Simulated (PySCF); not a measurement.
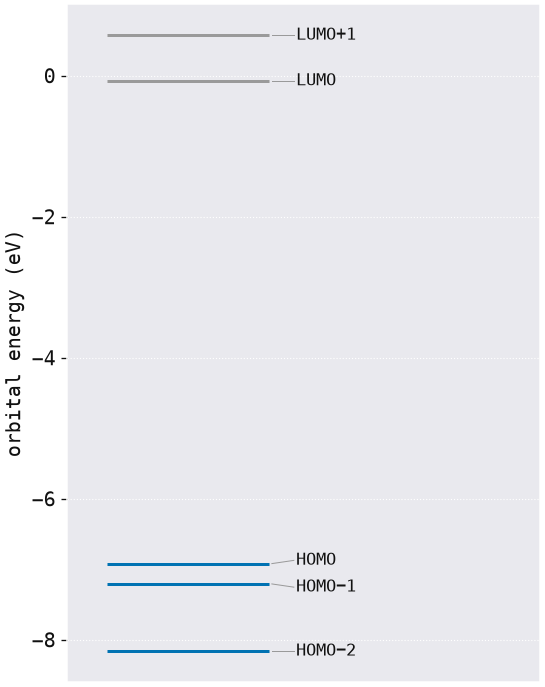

Kohn-Sham orbital energies near the frontier, PBE0/def2-SVPD, PySCF, at a PBE0-D3(BJ)/def2-SVP geometry (no frequency check), isolated molecule; empty levels in grey, levels within 0.03 eV side by side.

### Which molecule has this level scheme?
A. C₅H₁₆N₂Si₂, SMILES C[C@@H]1C[SiH2]N[Si@@H]1N(C)C
B. C₂H₄BF₃S, SMILES CBSC(F)(F)F
C. C₅H₁₆N₂Si₂, SMILES CCC(C)(C)[SiH]1N[SiH2]N1
D. C₇H₁₆Ge, SMILES CC[C@@H]1CC[C@@H]([GeH3])C1, singlet

Option C. HOMO −6.92 eV, LUMO −0.08 eV, separation 6.85 eV.

Known limits of this run: one conformer of a flexible molecule; empty levels above zero depend strongly on the basis.
